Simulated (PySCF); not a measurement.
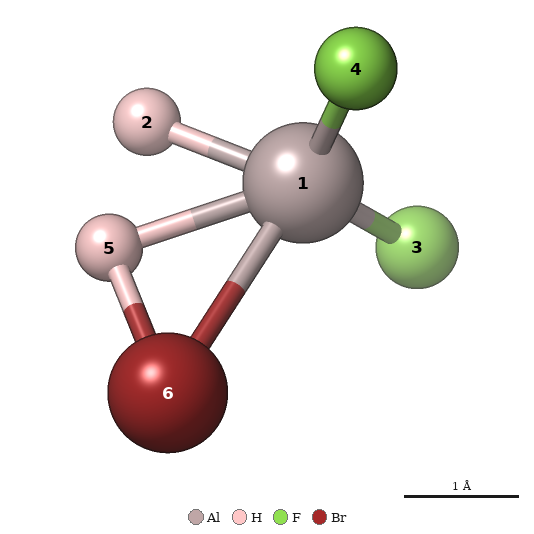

Source: calculation with PySCF.

Orthographic view. Distant atoms are faded towards the background colour. Geometry: start.

Give the distance matrix in Å.

| atom | Al1 | H2 | F3 | F4 | H5 | Br6 |
| --- | --- | --- | --- | --- | --- | --- |
| Al1 | 0.00 |  |  |  |  |  |
| H2 | 1.62 | 0.00 |  |  |  |  |
| F3 | 1.64 | 2.67 | 0.00 |  |  |  |
| F4 | 1.64 | 2.67 | 2.89 | 0.00 |  |  |
| H5 | 1.80 | 1.33 | 2.95 | 2.95 | 0.00 |  |
| Br6 | 2.40 | 2.89 | 3.31 | 3.31 | 1.68 | 0.00 |
